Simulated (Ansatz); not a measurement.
The calculation's input:

```
crystal:
  lattice:
    - [5.1970315931, 0.0, 0.0]
    - [-2.5985157966, 4.5007613839, 0.0]
    - [0.0, 0.0, 3.160940295]
  atoms:
    - { symbol: Dy, position: [0.3333333333, 0.6666666667, 0.5] }
    - { symbol: Dy, position: [0.6666666667, 0.3333333333, 0.5] }
    - { symbol: Ti, position: [0.0, 0.0, 0.0], spin: 0.38 }
basis:
  ecutwfc: 630
kpoints:
  mp_grid: { grid: [12, 12, 12] }
hamiltonian:
  xc: pbe
  pseudopotentials:
    kind: paw
    azcp: { Dy: "pseudopotentials/pbe/nc/lanthanide_3plus/Dy.nc.azcp" }
scf:
  occupations: { method: gaussian, width: 0.1 }
output:
  forces: true
  stress: true
  eigenvalues: true
  populations: true
  write_density: true
  write_potential: true
  elf: true
  volumetric_format: npy
magnetization:
  spin_polarized: true
relax:
  adjacent_minimum: "off"
  f_tol: 0.01
  max_steps: 30
  cell: { stress_tol: 0.1, fix: [volume] }
```

Run with:

```sh
ansatz run input.yaml --threads 1 --pin off --max-ram 2816MiB --backend cpu --events-out ev --progress --plain --runs-dir out
```

Below, planes, directions and counts refer to the conventional cell (a = 5.20 Å, b = 5.20 Å, c = 3.16 Å, α = 90.00°, β = 90.00°, γ = 120.00°).

Space group P6/mmm; a generated structure, not necessarily the stable one; changed on purpose from its base cell (volume × 0.97, shape and atoms relaxed); no Hubbard U on the f states and no spin–orbit coupling; spin-polarised.

The calculation used DFT PBE, scalar-relativistic, plane waves, PAW; 4f electrons in the core of a trivalent norm-conserving potential in Ansatz 0.2.0.

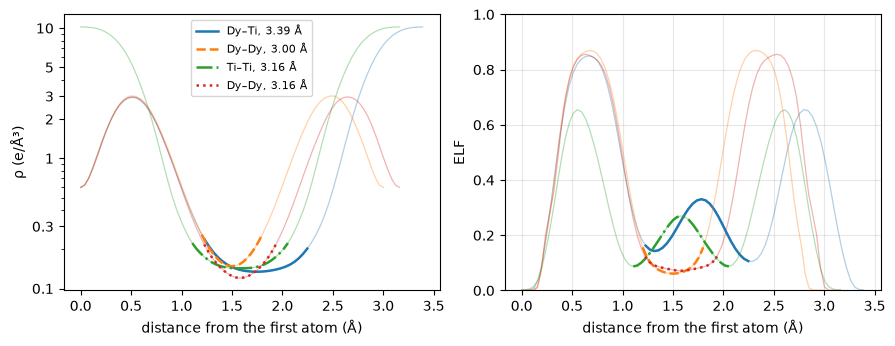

Dy$_{2}$Ti. Valence pseudo-density and electron localisation function along straight lines between neighbouring atoms. Thin, pale parts lie inside the atomic spheres.

The density is the valence pseudo-density of a pseudopotential calculation; it isn't the true density close to the nuclei.

Q: What can be read from the curves?

A: Dy–Ti (3.39 Å): ρ is about 0.13 e/Å³ halfway; the ELF is about 0.30 at the midpoint.
Dy–Dy (3.00 Å): the density is about 0.15 e/Å³ at the midpoint; the ELF is about 0.05 at the midpoint; no localised pair shows between them.
Ti–Ti (3.16 Å): the density is about 0.14 e/Å³ at the midpoint; the ELF is about 0.25 at the midpoint: no shared electron pair shows on this line.
Dy–Dy (3.16 Å): ρ at the midpoint is about 0.12 e/Å³; the ELF is about 0.05 at the midpoint (no localised pair shows between them).
